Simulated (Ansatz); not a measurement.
The reference is BN in the zinc blende structure (space group F-43m, No. 216; a = 3.610 Å). Axes: x, y, z lie along the cube axes.

One thing is altered: the cell is stretched by 2.50 % along z with no lateral relaxation; the atoms relax in the strained cell.

Level of theory: r2SCAN in Ansatz (plane waves to 500 eV, PAW, no SOC).

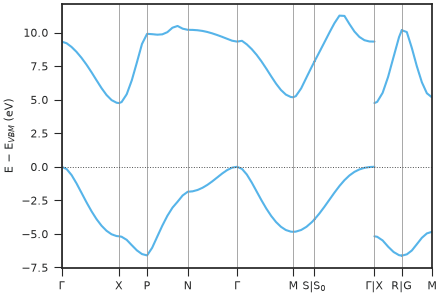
Figure: Highest valence and lowest conduction band along the path of the changed cell's own zone

Problem. From the figure, how large is the changed gap, and is it direct?

Solution. About 4.7 eV, indirect, Γ → X.

Whether these cells are dynamically stable was not tested. Labels are those of the standard path for the cell's own space group.

Ansatz is a quantum-chemistry and plane-wave program.
